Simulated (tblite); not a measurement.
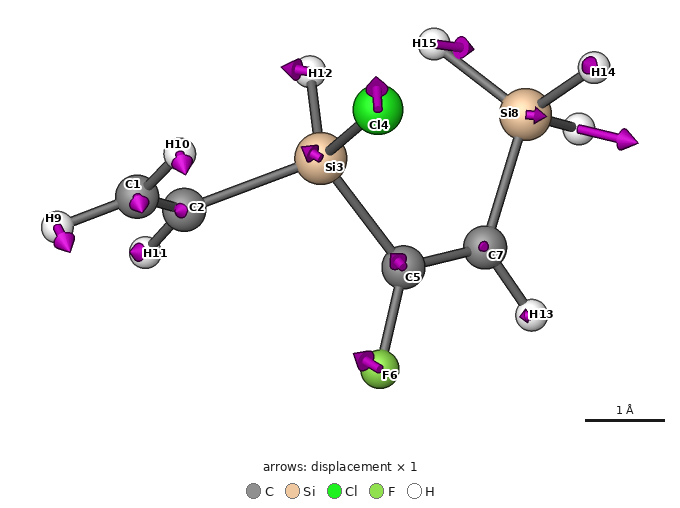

A relaxation of C$_{4}$H$_{8}$ClFSi$_{2}$. The starting structure is drawn; purple arrows show the displacements, at their true length. The two geometries are superimposed by the best rigid fit.

A ball-and-stick model, seen at a tilt.

All numbers below come from GFN2-xTB geometry optimisation, gas phase in tblite 0.8.0. 

Atoms of which element are displaced furthest, and by how much?

Hydrogen: up to 0.91 Å, against 0.62 Å for chlorine.

What did the optimiser do to the structure, and how much energy did it gain?

Over 120 geometry steps the energy falls by 0.375 eV. The largest move after the best rigid fit is that of an H atom, 0.91 Å. By element the largest moves are H 0.91 Å, Cl 0.62 Å, F 0.52 Å, C 0.34 Å, Si 0.33 Å. Near-neighbour distances that change, for instance: Si–Si 3.299 → 3.638 Å, C–Si 1.843 → 1.903 Å, Cl–Si 2.080 → 2.021 Å, C–Si 1.839 → 1.879 Å. Among the angles between lasting bonds that change: Si–C–C 120.4° → 129.8°, Si–C–F 119.9° → 112.6°, C–Si–H 105.9° → 112.3°. Groups turn about C–Si by about 20°. The run took 1.8 s on 1 thread of Arm Neoverse N1, with other jobs on the host.
